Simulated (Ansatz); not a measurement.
# H4OSSi2: one molecule under many settings

Aim: run H4OSSi2 under a spread of inputs, and see what each costs and gives.

The runs use Ansatz 0.2.0, Gaussian basis; the settings change from run to run.

### Step 1. The relaxed structure

An earlier PBE0-D4 in a triple-zeta def2 set relaxation fixed the geometry.

SMILES `O[SiH]1[SiH2]S1`, 8 atoms, charge 0, spin multiplicity 1.

Atoms are counted from 1 here; the program's logs count them from 0.

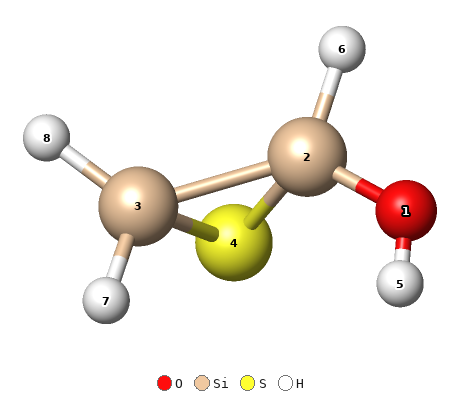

The structure; oxygen red, silicon light orange, sulfur yellow, hydrogen white; atoms are numbered from 1 in the order of the file.

### Step 2. r2SCAN50/def2-mTZVP

Set apart from the defaults: multiplicity 3, the search for lower states set to off.

Input file in.yaml:

```yaml
crystal:
  periodic: [false, false, false]
  atoms:
    - {symbol: O, position_ang: [-0.244048, 2.047091, -0.532755]}
    - {symbol: Si, position_ang: [-0.396915, 0.718360, 0.412484]}
    - {symbol: Si, position_ang: [0.648613, -1.243997, 0.097200]}
    - {symbol: S, position_ang: [-1.457315, -0.966258, -0.358406]}
    - {symbol: H, position_ang: [-0.028731, 1.907826, -1.457266]}
    - {symbol: H, position_ang: [-0.842248, 1.223481, 1.724486]}
    - {symbol: H, position_ang: [1.487533, -1.500901, -1.100007]}
    - {symbol: H, position_ang: [0.925311, -2.242702, 1.158464]}
basis:
  gaussian: {orbitals: def2-mTZVP}
magnetization: {spin_polarized: true, initial_magnetization: 2}
hamiltonian: {xc: {name: r2SCAN50}}
scf: {lower_state_search: off}
output: {forces: true}
```

The run is started by

```console
$ ansatz run in.yaml --threads 2 --pin off --events-out ev --progress --plain --max-ram 4352MiB
```

What it wrote, cut to the lines that bear on the results:

```text
Functional definition: r2SCAN50
  name "r2SCAN50"
  cite "Bursch, Neugebauer, Ehlert & Grimme, J. Chem. Phys. 156, 134105 (2022) doi:10.1063/5.0086040"
  cite "Furness, Kaplan, Ning, Perdew & Sun, J. Phys. Chem. Lett. 11, 8208 (2020) doi:10.1021/acs.jpclett.0c02405"
  cite "Furness, Kaplan, Ning, Perdew & Sun, J. Phys. Chem. Lett. 11, 9248 (2020) doi:10.1021/acs.jpclett.0c03077"
  parent r2scan
[...]
912 factors; integrals over basis functions are off by at most 1.0e-3 eV
[...]
mean field -28696.52145752 eV, -1054.5777123628 hartree, gradient 5.2e-6 eV, S^2 2.014530; 0 other end points of the search recorded, 0 dependent functions left out
[...]
reference -28696.52146638 eV, -1054.5777126886 hartree; 29, 27 occupied and 73, 75 virtual orbitals, 912 factors
Total energy: -28696.52146638 eV, -1054.5777126886 hartree
Atom 0 at    -0.244048     2.047091    -0.532755 Å, force    -0.153105     0.042744    -0.097553 eV/Å
Atom 1 at    -0.396915     0.718360     0.412484 Å, force    -2.347654     3.610901    -0.815296 eV/Å
Atom 2 at     0.648613    -1.243997     0.097200 Å, force     3.388862    -4.235098     0.007629 eV/Å
Atom 3 at    -1.457315    -0.966258    -0.358406 Å, force     0.024792     0.522195     0.560753 eV/Å
Atom 4 at    -0.028731     1.907826    -1.457266 Å, force    -0.120999     0.051305     0.327935 eV/Å
Atom 5 at    -0.842248     1.223481     1.724486 Å, force     0.146841    -0.187024     0.125590 eV/Å
Atom 6 at     1.487533    -1.500901    -1.100007 Å, force    -0.271202     0.406437     0.123119 eV/Å
Atom 7 at     0.925311    -2.242702     1.158464 Å, force    -0.667534    -0.211461    -0.232178 eV/Å
Dipole moment:    -0.011082     0.343162    -0.113439 e Å
Checks for a lower state left out: stability, starts, cluster_reference, orbital_swaps, neighbouring_geometries, increment
```

It took 11 s on 2 threads of Arm Neoverse V2, shared host.

Largest force 5.424 eV/Å, dipole 1.74 D, ⟨S²⟩ 2.015.

### Step 3. LC-wPBE/6-31G

Set apart from the defaults: atoms shaken by 0.03 Å, high accuracy.

Input file in.yaml:

```yaml
crystal:
  periodic: [false, false, false]
  atoms:
    - {symbol: O, position_ang: [-0.198318, 2.041801, -0.520634]}
    - {symbol: Si, position_ang: [-0.384292, 0.689465, 0.436967]}
    - {symbol: Si, position_ang: [0.653619, -1.255241, 0.085319]}
    - {symbol: S, position_ang: [-1.489914, -0.976738, -0.404015]}
    - {symbol: H, position_ang: [-0.029426, 1.860013, -1.451484]}
    - {symbol: H, position_ang: [-0.836960, 1.219514, 1.720318]}
    - {symbol: H, position_ang: [1.484224, -1.480898, -1.070643]}
    - {symbol: H, position_ang: [0.913808, -2.244317, 1.158975]}
basis:
  gaussian: {orbitals: 6-31G}
hamiltonian: {xc: {name: LC-wPBE}}
accuracy: high
output: {forces: true}
```

The command is unchanged.

What it wrote, cut to the lines that bear on the results:

```text
Functional definition: LC-wPBE
  name "LC-wPBE"
  cite "Vydrov & Scuseria, J. Chem. Phys. 125, 234109 (2006) doi:10.1063/1.2409292"
  cite "Heyd & Scuseria, J. Chem. Phys. 120, 7274 (2004) doi:10.1063/1.1668634"
  cite "Ernzerhof & Perdew, J. Chem. Phys. 109, 3313 (1998) doi:10.1063/1.476928"
  cite "Perdew, Burke & Ernzerhof, Phys. Rev. Lett. 77, 3865 (1996) doi:10.1103/PhysRevLett.77.3865"
  parent pbe
[...]
1321 factors; integrals over basis functions are off by at most 3.7e-9 eV
475 factors; integrals over basis functions are off by at most 2.6e-9 eV
[...]
mean field -28689.14142860 eV, -1054.3065013024 hartree, gradient 6.6e-8 eV, S^2 0.000000; 0 other end points of the search recorded, 0 dependent functions left out
[...]
reference -28689.14142860 eV, -1054.3065013024 hartree; 28, 28 occupied and 28, 28 virtual orbitals, 1321 factors
Total energy: -28689.14142860 eV, -1054.3065013024 hartree
Atom 0 at    -0.198318     2.041801    -0.520634 Å, force     0.264474     0.636424    -0.856967 eV/Å
Atom 1 at    -0.384292     0.689465     0.436967 Å, force    -0.276004     0.053720     1.376335 eV/Å
Atom 2 at     0.653619    -1.255241     0.085319 Å, force     0.479881    -0.670066     0.728159 eV/Å
Atom 3 at    -1.489914    -0.976738    -0.404015 Å, force    -1.079671    -0.567983    -0.440452 eV/Å
Atom 4 at    -0.029426     1.860013    -1.451484 Å, force     0.115151     0.588784    -0.559498 eV/Å
Atom 5 at    -0.836960     1.219514     1.720318 Å, force    -0.044440    -0.000637     0.426305 eV/Å
Atom 6 at     1.484224    -1.480898    -1.070643 Å, force     0.555266    -0.061997    -0.794679 eV/Å
Atom 7 at     0.913808    -2.244317     1.158975 Å, force    -0.014658     0.021754     0.120796 eV/Å
Dipole moment:     0.624592    -0.061463     0.039039 e Å
```

Wall time 4.6 s (2 threads of Arm Neoverse V2, shared host).

Largest force 1.405 eV/Å, dipole 3.02 D.

### Step 4. r2SCANh/STO-3G

This run has density fitting with cc-pVTZ-jkfit, the search for lower states set to off.

Input file in.yaml:

```yaml
crystal:
  periodic: [false, false, false]
  atoms:
    - {symbol: O, position_ang: [-0.244048, 2.047091, -0.532755]}
    - {symbol: Si, position_ang: [-0.396915, 0.718360, 0.412484]}
    - {symbol: Si, position_ang: [0.648613, -1.243997, 0.097200]}
    - {symbol: S, position_ang: [-1.457315, -0.966258, -0.358406]}
    - {symbol: H, position_ang: [-0.028731, 1.907826, -1.457266]}
    - {symbol: H, position_ang: [-0.842248, 1.223481, 1.724486]}
    - {symbol: H, position_ang: [1.487533, -1.500901, -1.100007]}
    - {symbol: H, position_ang: [0.925311, -2.242702, 1.158464]}
basis:
  gaussian: {orbitals: STO-3G, fitting: {mean_field: cc-pVTZ-jkfit}}
hamiltonian: {xc: {name: r2SCANh}}
scf: {lower_state_search: off}
output: {forces: true}
```

The command is unchanged.

What it wrote, cut to the lines that bear on the results:

```text
Functional definition: r2SCANh
  name "r2SCANh"
  cite "Bursch, Neugebauer, Ehlert & Grimme, J. Chem. Phys. 156, 134105 (2022) doi:10.1063/5.0086040"
  cite "Furness, Kaplan, Ning, Perdew & Sun, J. Phys. Chem. Lett. 11, 8208 (2020) doi:10.1021/acs.jpclett.0c02405"
  cite "Furness, Kaplan, Ning, Perdew & Sun, J. Phys. Chem. Lett. 11, 9248 (2020) doi:10.1021/acs.jpclett.0c03077"
  parent r2scan
[...]
562 factors; integrals over basis functions are off by at most 8.5e-4 eV
[...]
mean field -28369.34878992 eV, -1042.5543385944 hartree, gradient 4.7e-7 eV, S^2 0.000000; 0 other end points of the search recorded, 0 dependent functions left out
[...]
reference -28369.34879551 eV, -1042.5543387999 hartree; 28, 28 occupied and 8, 8 virtual orbitals, 562 factors
Total energy: -28369.34879551 eV, -1042.5543387999 hartree
Atom 0 at    -0.244048     2.047091    -0.532755 Å, force    -0.554774     2.644646     2.148946 eV/Å
Atom 1 at    -0.396915     0.718360     0.412484 Å, force    -0.024558    -2.211820     0.851140 eV/Å
Atom 2 at     0.648613    -1.243997     0.097200 Å, force    -0.224258     0.156112     0.018601 eV/Å
Atom 3 at    -1.457315    -0.966258    -0.358406 Å, force     0.387036    -0.068901     0.062654 eV/Å
Atom 4 at    -0.028731     1.907826    -1.457266 Å, force     0.634665    -1.080743    -2.558235 eV/Å
Atom 5 at    -0.842248     1.223481     1.724486 Å, force     0.343646    -0.142631    -0.628167 eV/Å
Atom 6 at     1.487533    -1.500901    -1.100007 Å, force    -0.455029     0.122957     0.731524 eV/Å
Atom 7 at     0.925311    -2.242702     1.158464 Å, force    -0.106727     0.580381    -0.626463 eV/Å
Dipole moment:     0.328395     0.098588    -0.065137 e Å
Checks for a lower state left out: stability, starts, cluster_reference, orbital_swaps, neighbouring_geometries, increment
```

Wall time 1.1 s (2 threads of Arm Neoverse V2, shared host).

Largest force 3.453 eV/Å, dipole 1.68 D.

### Step 5. revPBE0/6-31G

Set apart from the defaults: D3(BJ) dispersion.

Edit in.yaml of step 4 so:

```diff
@@ -12,5 +12,4 @@
 basis:
-  gaussian: {orbitals: STO-3G, fitting: {mean_field: cc-pVTZ-jkfit}}
-hamiltonian: {xc: {name: r2SCANh}}
-scf: {lower_state_search: off}
+  gaussian: {orbitals: 6-31G}
+hamiltonian: {xc: {name: revPBE0}, dispersion: d3bj}
 output: {forces: true}
```

Launched as before.

What it wrote, cut to the lines that bear on the results:

```text
Functional definition: revPBE0
  name "revPBE0"
  cite "Zhang & Yang, Phys. Rev. Lett. 80, 890 (1998) doi:10.1103/PhysRevLett.80.890"
  cite "Adamo & Barone, J. Chem. Phys. 110, 6158 (1999) doi:10.1063/1.478522"
  cite "Perdew, Burke & Ernzerhof, Phys. Rev. Lett. 77, 3865 (1996) doi:10.1103/PhysRevLett.77.3865"
[...]
623 factors; integrals over basis functions are off by at most 2.8e-4 eV
[...]
mean field -28693.23629919 eV, -1054.4569850212 hartree, gradient 4.0e-5 eV, S^2 0.000000; 0 other end points of the search recorded, 0 dependent functions left out
[...]
reference -28693.23633437 eV, -1054.4569863140 hartree; 28, 28 occupied and 28, 28 virtual orbitals, 623 factors
Total energy: -28693.69146906 eV, -1054.4737122054 hartree
Atom 0 at    -0.244048     2.047091    -0.532755 Å, force     0.296458     1.843631    -1.379704 eV/Å
Atom 1 at    -0.396915     0.718360     0.412484 Å, force     0.142459    -0.309843     2.603925 eV/Å
Atom 2 at     0.648613    -1.243997     0.097200 Å, force     1.921055    -0.769578     0.241693 eV/Å
Atom 3 at    -1.457315    -0.966258    -0.358406 Å, force    -2.649909    -1.231345    -1.036770 eV/Å
Atom 4 at    -0.028731     1.907826    -1.457266 Å, force     0.142395     0.467375    -0.679028 eV/Å
Atom 5 at    -0.842248     1.223481     1.724486 Å, force    -0.010856     0.050467     0.231606 eV/Å
Atom 6 at     1.487533    -1.500901    -1.100007 Å, force     0.135273     0.031872    -0.219030 eV/Å
Atom 7 at     0.925311    -2.242702     1.158464 Å, force     0.023125    -0.082579     0.237309 eV/Å
Dipole moment:     0.515950    -0.013703    -0.032533 e Å
```

Run time: 1.4 s. Hardware: 2 threads of Arm Neoverse V2, shared host.

Largest force 3.101 eV/Å, dipole 2.48 D.

### Step 6. wB97/def2-mTZVPP

Options: unrestricted orbitals, density fitting with def2-universal-jkfit.

Edit in.yaml of step 5 so:

```diff
@@ -12,4 +12,4 @@
 basis:
-  gaussian: {orbitals: 6-31G}
-hamiltonian: {xc: {name: revPBE0}, dispersion: d3bj}
-output: {forces: true}
+  gaussian: {orbitals: def2-mTZVPP, fitting: {mean_field: def2-universal-jkfit}}
+magnetization: {spin_polarized: true, initial_magnetization: 0}
+hamiltonian: {xc: {name: wB97}}
```

The command is unchanged.

What it wrote, cut to the lines that bear on the results:

```text
Functional definition: wB97
  name "wB97"
  cite "Chai & Head-Gordon, J. Chem. Phys. 128, 084106 (2008) doi:10.1063/1.2834918"
  cite "Becke, J. Chem. Phys. 107, 8554 (1997) doi:10.1063/1.475007"
[...]
  # The coefficients of nought are those of the uniform gas.
[...]
      + integral(e_c_pw_opposite_spin*poly(b97_u_opposite, 1, cos1, cos2, cos3, cos4))
533 factors; integrals over basis functions are off by at most 8.8e-1 eV
533 factors; integrals over basis functions are off by at most 1.8e-4 eV
[...]
mean field -28705.03630572 eV, -1054.8906272627 hartree, gradient 3.5e-5 eV, S^2 0.000000; 0 other end points of the search recorded, 0 dependent functions left out
reference -28705.03629512 eV, -1054.8906268733 hartree; 28, 28 occupied and 97, 97 virtual orbitals, 533 factors
Total energy: -28705.03629512 eV, -1054.8906268733 hartree
```

It took 8.5 s on 2 threads of Arm Neoverse V2, shared host.

⟨S²⟩ 0.000.

### Step 7. PBEsol/cc-pVDZ

Set apart from the defaults: D4 dispersion.

Edit in.yaml of step 6 so:

```diff
@@ -12,4 +12,3 @@
 basis:
-  gaussian: {orbitals: def2-mTZVPP, fitting: {mean_field: def2-universal-jkfit}}
-magnetization: {spin_polarized: true, initial_magnetization: 0}
-hamiltonian: {xc: {name: wB97}}
+  gaussian: {orbitals: cc-pVDZ}
+hamiltonian: {xc: {name: PBEsol}, dispersion: d4}
```

Launched as before.

What it wrote:

```text
Functional definition: PBEsol
  name "PBEsol"
  cite "Perdew et al., Phys. Rev. Lett. 100, 136406 (2008) doi:10.1103/PhysRevLett.100.136406"
  cite "Perdew, Burke & Ernzerhof, Phys. Rev. Lett. 77, 3865 (1996) doi:10.1103/PhysRevLett.77.3865"
  parent pbesol
  exchange = pbesol_x
  correlation = pbesol_c
1094 factors; their error is unknown
mean field evaluation 1: about -28630.9362 eV, gradient 5.2e1 eV
mean field evaluation 2: about -28603.8718 eV, gradient 1.2e2 eV
mean field evaluation 4: about -28635.8054 eV, gradient 8.0e0 eV
mean field evaluation 8: about -28636.0108 eV, gradient 2.0e-1 eV
mean field evaluation 16: about -28635.9745 eV, gradient 1.1e-4 eV
mean field -28635.97451235 eV, -1052.3526531681 hartree, gradient 9.7e-6 eV, S^2 0.000000; 0 other end points of the search recorded, 0 dependent functions left out
reference -28635.97454826 eV, -1052.3526544877 hartree; 28, 28 occupied and 60, 60 virtual orbitals, 1094 factors
Total energy: -28636.04616862 eV, -1052.3552864874 hartree
```

Wall time 1.3 s (2 threads of Arm Neoverse V2, shared host).

### Step 8. r2SCAN0/def2-SVP

This run has charge +1, multiplicity 2, restricted open-shell orbitals, finite nuclei, high accuracy.

Edit in.yaml of step 7 so:

```diff
@@ -12,3 +12,6 @@
 basis:
-  gaussian: {orbitals: cc-pVDZ}
-hamiltonian: {xc: {name: PBEsol}, dispersion: d4}
+  gaussian: {orbitals: def2-SVP, nuclear_model: gaussian}
+total_charge: 1
+magnetization: {spin_polarized: false, initial_magnetization: 1}
+hamiltonian: {xc: {name: r2SCAN0}}
+accuracy: high
```

The command is unchanged.

What it wrote, cut to the lines that bear on the results:

```text
Functional definition: r2SCAN0
  name "r2SCAN0"
  cite "Bursch, Neugebauer, Ehlert & Grimme, J. Chem. Phys. 156, 134105 (2022) doi:10.1063/5.0086040"
  cite "Furness, Kaplan, Ning, Perdew & Sun, J. Phys. Chem. Lett. 11, 8208 (2020) doi:10.1021/acs.jpclett.0c02405"
  cite "Furness, Kaplan, Ning, Perdew & Sun, J. Phys. Chem. Lett. 11, 9248 (2020) doi:10.1021/acs.jpclett.0c03077"
  parent r2scan
[...]
1803 factors; integrals over basis functions are off by at most 9.4e-9 eV
[...]
mean field -28681.56462119 eV, -1054.0280587658 hartree, gradient 4.8e-8 eV, S^2 0.750000; 3 other end points of the search recorded, 0 dependent functions left out
reference -28681.56462279 eV, -1054.0280588247 hartree; 28, 27 occupied and 60, 61 virtual orbitals, 1803 factors
Total energy: -28681.56462279 eV, -1054.0280588247 hartree
```

Wall time 28 s (2 threads of Arm Neoverse V2, shared host); peak memory 0.56 GiB.

### Step 9. wB97X/6-31++G**

Edit in.yaml of step 8 so:

```diff
@@ -12,6 +12,4 @@
 basis:
-  gaussian: {orbitals: def2-SVP, nuclear_model: gaussian}
-total_charge: 1
-magnetization: {spin_polarized: false, initial_magnetization: 1}
-hamiltonian: {xc: {name: r2SCAN0}}
-accuracy: high
+  gaussian: {orbitals: "6-31++G**"}
+hamiltonian: {xc: {name: wB97X}}
+output: {forces: true}
```

Launched as before.

What it wrote, cut to the lines that bear on the results:

```text
Functional definition: wB97X
  name "wB97X"
  cite "Chai & Head-Gordon, J. Chem. Phys. 128, 084106 (2008) doi:10.1063/1.2834918"
  cite "Becke, J. Chem. Phys. 107, 8554 (1997) doi:10.1063/1.475007"
[...]
  # The coefficients of nought are those of the uniform gas.
[...]
      + exact_x_lr(omega)
[...]
      + integral(e_c_pw_opposite_spin*poly(b97_u_opposite, 1, cos1, cos2, cos3, cos4))
963 factors; integrals over basis functions are off by at most 1.2e-3 eV
298 factors; integrals over basis functions are off by at most 1.7e-5 eV
[...]
mean field -28702.43407546 eV, -1054.7949970646 hartree, gradient 4.2e-5 eV, S^2 0.000000; 0 other end points of the search recorded, 0 dependent functions left out
[...]
reference -28702.43400362 eV, -1054.7949944246 hartree; 28, 28 occupied and 84, 84 virtual orbitals, 963 factors
Total energy: -28702.43400362 eV, -1054.7949944246 hartree
Atom 0 at    -0.244048     2.047091    -0.532755 Å, force     0.110323     0.397120    -0.335800 eV/Å
Atom 1 at    -0.396915     0.718360     0.412484 Å, force    -0.201529    -0.456335     0.489139 eV/Å
Atom 2 at     0.648613    -1.243997     0.097200 Å, force     0.024148    -0.087637    -0.044513 eV/Å
Atom 3 at    -1.457315    -0.966258    -0.358406 Å, force     0.049672     0.024544     0.012562 eV/Å
Atom 4 at    -0.028731     1.907826    -1.457266 Å, force     0.015846     0.075571    -0.120746 eV/Å
Atom 5 at    -0.842248     1.223481     1.724486 Å, force     0.038938    -0.053106    -0.023264 eV/Å
Atom 6 at     1.487533    -1.500901    -1.100007 Å, force    -0.024846     0.035240     0.026431 eV/Å
Atom 7 at     0.925311    -2.242702     1.158464 Å, force    -0.012553     0.064602    -0.003808 eV/Å
Dipole moment:     0.423734     0.001307    -0.060598 e Å
```

It took 7.5 s on 2 threads of Arm Neoverse V2, shared host.

Largest force 0.699 eV/Å, dipole 2.06 D.

### Step 10. r2SCAN0/cc-pVDZ

This run has unrestricted orbitals, D4 dispersion.

Edit in.yaml of step 9 so:

```diff
@@ -12,4 +12,5 @@
 basis:
-  gaussian: {orbitals: "6-31++G**"}
-hamiltonian: {xc: {name: wB97X}}
+  gaussian: {orbitals: cc-pVDZ}
+magnetization: {spin_polarized: true, initial_magnetization: 0}
+hamiltonian: {xc: {name: r2SCAN0}, dispersion: d4}
 output: {forces: true}
```

Same command.

What it wrote, cut to the lines that bear on the results:

```text
Functional definition: r2SCAN0
  name "r2SCAN0"
  cite "Bursch, Neugebauer, Ehlert & Grimme, J. Chem. Phys. 156, 134105 (2022) doi:10.1063/5.0086040"
  cite "Furness, Kaplan, Ning, Perdew & Sun, J. Phys. Chem. Lett. 11, 8208 (2020) doi:10.1021/acs.jpclett.0c02405"
  cite "Furness, Kaplan, Ning, Perdew & Sun, J. Phys. Chem. Lett. 11, 9248 (2020) doi:10.1021/acs.jpclett.0c03077"
  parent r2scan
[...]
859 factors; integrals over basis functions are off by at most 1.2e-3 eV
[...]
mean field -28700.74373109 eV, -1054.7328780547 hartree, gradient 3.1e-5 eV, S^2 0.000000; 0 other end points of the search recorded, 0 dependent functions left out
[...]
reference -28700.74374008 eV, -1054.7328783850 hartree; 28, 28 occupied and 60, 60 virtual orbitals, 859 factors
Total energy: -28700.80349866 eV, -1054.7350744725 hartree
Atom 0 at    -0.244048     2.047091    -0.532755 Å, force     0.081413     0.827831    -0.562475 eV/Å
Atom 1 at    -0.396915     0.718360     0.412484 Å, force     0.032996    -0.506441     0.641421 eV/Å
Atom 2 at     0.648613    -1.243997     0.097200 Å, force     0.316270    -0.064445     0.058235 eV/Å
Atom 3 at    -1.457315    -0.966258    -0.358406 Å, force    -0.476727    -0.222241    -0.190802 eV/Å
Atom 4 at    -0.028731     1.907826    -1.457266 Å, force     0.011219    -0.006876    -0.010233 eV/Å
Atom 5 at    -0.842248     1.223481     1.724486 Å, force    -0.013801     0.036295     0.070613 eV/Å
Atom 6 at     1.487533    -1.500901    -1.100007 Å, force     0.045746    -0.007827    -0.086026 eV/Å
Atom 7 at     0.925311    -2.242702     1.158464 Å, force     0.002885    -0.056296     0.079269 eV/Å
Dipole moment:     0.341327     0.059180    -0.104849 e Å
```

Wall time 7.5 s (2 threads of Arm Neoverse V2, shared host).

Largest force 1.004 eV/Å, dipole 1.74 D, ⟨S²⟩ 0.000.

### Step 11. All runs side by side

| level | charge | multiplicity | geometry | functions | energy (eV) | time |
| --- | --- | --- | --- | --- | --- | --- |
| r2SCAN50/def2-mTZVP | 0 | 3 | relaxed | 102 | -28696.521 | 11 s |
| LC-wPBE/6-31G | 0 | 1 | shaken | 56 | -28689.141 | 4.6 s |
| r2SCANh/STO-3G | 0 | 1 | relaxed | 36 | -28369.349 | 1.1 s |
| revPBE0/6-31G | 0 | 1 | relaxed | 56 | -28693.691 | 1.4 s |
| wB97/def2-mTZVPP | 0 | 1 | relaxed | 125 | -28705.036 | 8.5 s |
| PBEsol/cc-pVDZ | 0 | 1 | relaxed | 88 | -28636.046 | 1.3 s |
| r2SCAN0/def2-SVP | 1 | 2 | relaxed | 88 | -28681.565 | 28 s |
| wB97X/6-31++G** | 0 | 1 | relaxed | 112 | -28702.434 | 7.5 s |
| r2SCAN0/cc-pVDZ | 0 | 1 | relaxed | 88 | -28700.803 | 7.5 s |

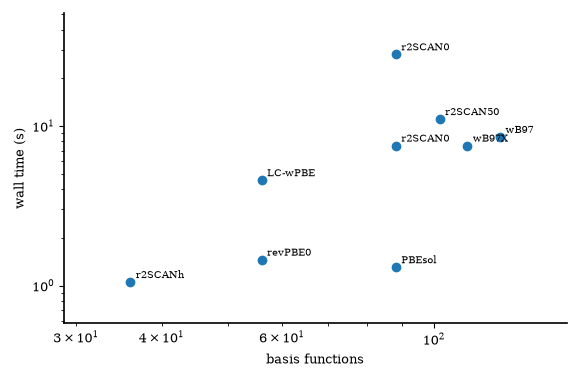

Wall time against the number of basis functions (shared host).

### Step 12. What came out

```
                                         quantity                   value
                                             runs                       9
                                         quickest   r2SCANh/STO-3G, 1.1 s
                                          slowest  r2SCAN0/def2-SVP, 28 s
spread of total energies, same state and geometry                335.7 eV
                  dipole, same state and geometry          1.68 to 2.48 D
```

r2SCAN0/def2-SVP took 27 times as long as r2SCANh/STO-3G. The jobs differ in tasks and options as well as level. The totals spread over 336 eV; they can't be compared across methods or bases. At the PBE0-D4/def2-TZVP geometry and in the same state, runs without warnings or point charges leave forces up to 3.45 eV/Å (r2SCANh/STO-3G). At that geometry and state the dipole changes by 48 % between the lowest and highest value.
